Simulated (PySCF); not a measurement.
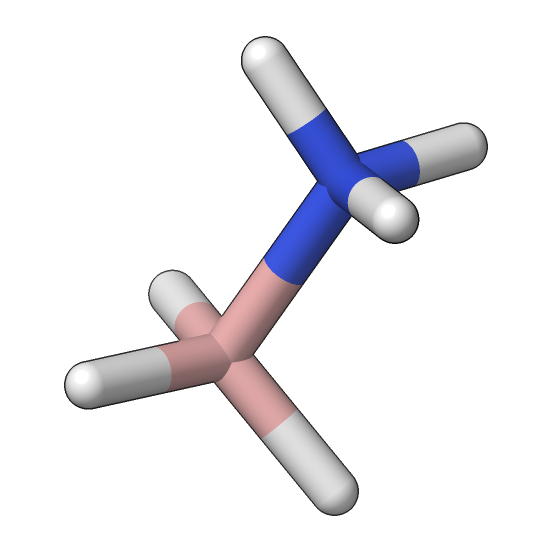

A stick model of a molecule. Every bond is drawn as one stick, whatever its order. Colours: boron pink, nitrogen blue, hydrogen white.

The geometry was computed by an optimisation with PBE0-D3(BJ)/def2-SVP. No frequency run is at hand to confirm it as a minimum.

What does the picture show?

Formula BH6N. As SMILES it reads `[BH3-][NH3+]`. It has no ring. Among its groups: B–H bond. This geometry has C3v symmetry. Coordination: 1 B tetrahedral; 1 N tetrahedral.

More results for the same structure follow; atom numbers are the same in all pictures, views and colours differ.

Shape

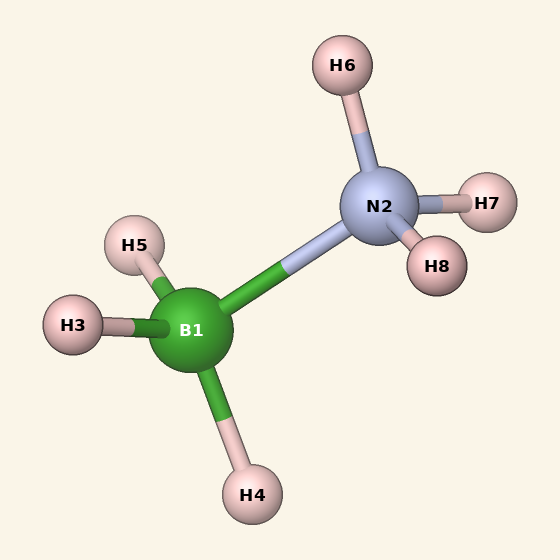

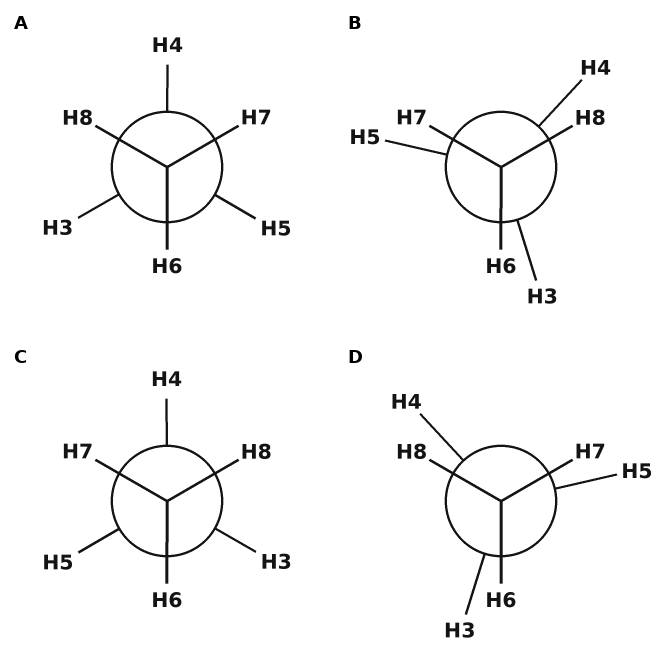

Distant atoms are faded towards the background colour. Bonds that would overlap in a projection are set slightly apart. No frequency run is at hand to confirm it as a minimum.

Which Newman projection shows the view along N2–B1, with N2 in front?

C. The torsion angle H6–N2–B1–H3 is −60°, synclinal (gauche).

NMR shielding

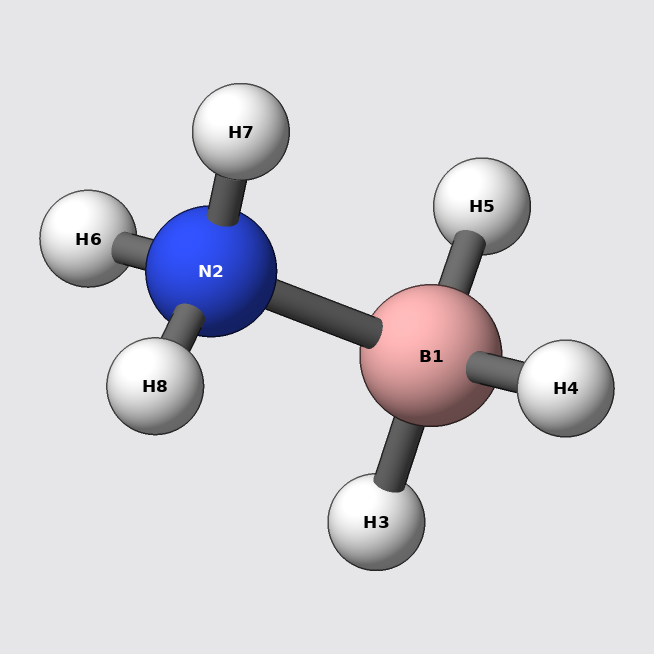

No frequency run is at hand to confirm it as a minimum. Method: GIAO PBE0/aug-cc-pVDZ NMR shielding, non-relativistic, gas phase (PySCF 2.14.0). Principal shieldings σ11 ≤ σ22 ≤ σ33, span Ω = σ33 − σ11, skew κ = 3(σiso − σ22)/Ω.

Give the shielding tensors of the B atoms.

| atom | σ11 | σ22 | σ33 | σiso | Ω | κ |
| --- | --- | --- | --- | --- | --- | --- |
| B1 | 121.3 | 121.3 | 153.2 | 131.9 | 31.9 | 1.00 |

Shieldings and span in ppm.

Polarisability

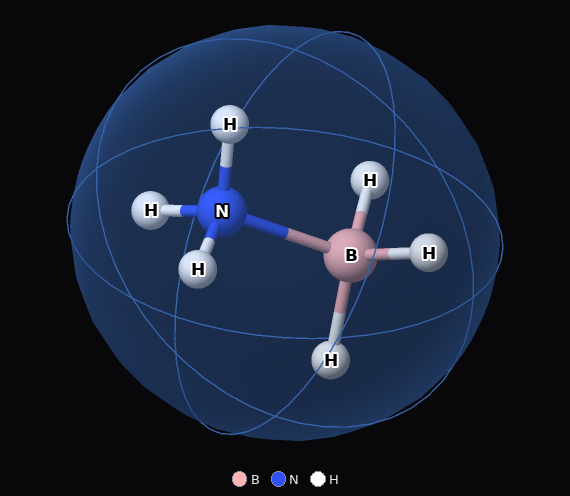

The ellipsoid shows the static dipole polarisability: its half-axes are proportional to the principal values. No frequency run is at hand to confirm it as a minimum. Computed with B3LYP/def2-SVPD (PySCF 2.14.0).

How large and how anisotropic is the polarisability?

Principal values 31.8, 31.8, 33.4 bohr³; mean 32.4 bohr³ (4.80 Å³); anisotropy 1.6 bohr³, so the longest axis is 1.05 times the shortest.

Charges

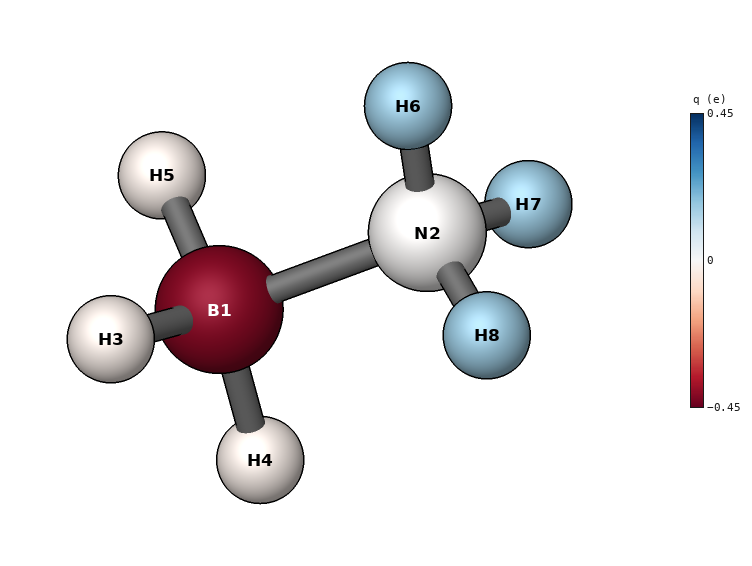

Atoms are coloured by their Mulliken charges. No frequency run is at hand to confirm it as a minimum. Method: PBE0/cc-pVTZ, gas phase (PySCF 2.14.0).

Give the Mulliken charges atom by atom.

```csv
atom,value (e)
B1,−0.41
N2,0.00
H3,−0.03
H4,−0.03
H5,−0.03
H6,0.16
H7,0.16
H8,0.16
```

Quadrupole coupling

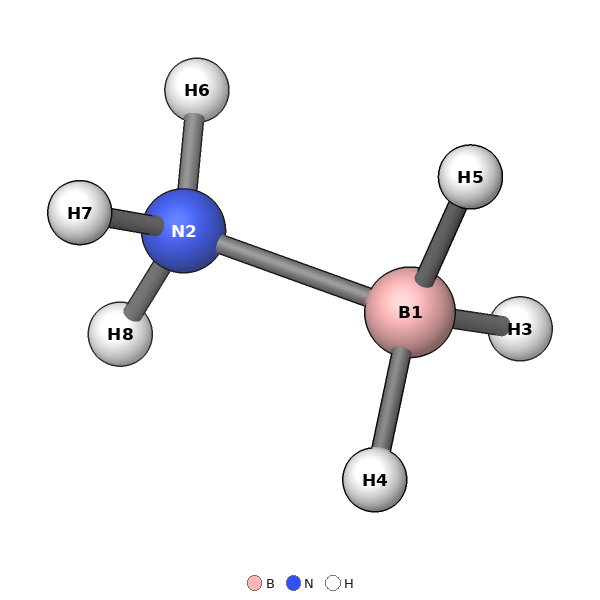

No frequency run is at hand to confirm it as a minimum. Electric field gradients from the ground-state density, PBE0/IGLO-III (PySCF 2.14.0), non-relativistic apart from any core potentials.

Give the largest field-gradient component, the quadrupole coupling constant and the asymmetry for 11B at B1 (Q = 40.59 mb), 14N at N2 (Q = 20.44 mb).

| atom | V_zz (a.u.) | e²qQ/h (MHz) | η |
| --- | --- | --- | --- |
| B1 | 0.268 | 2.55 | 0.00 |
| N2 | −0.473 | −2.27 | 0.00 |

Mulliken values depend strongly on the basis set and can even reverse the polarity of a bond.
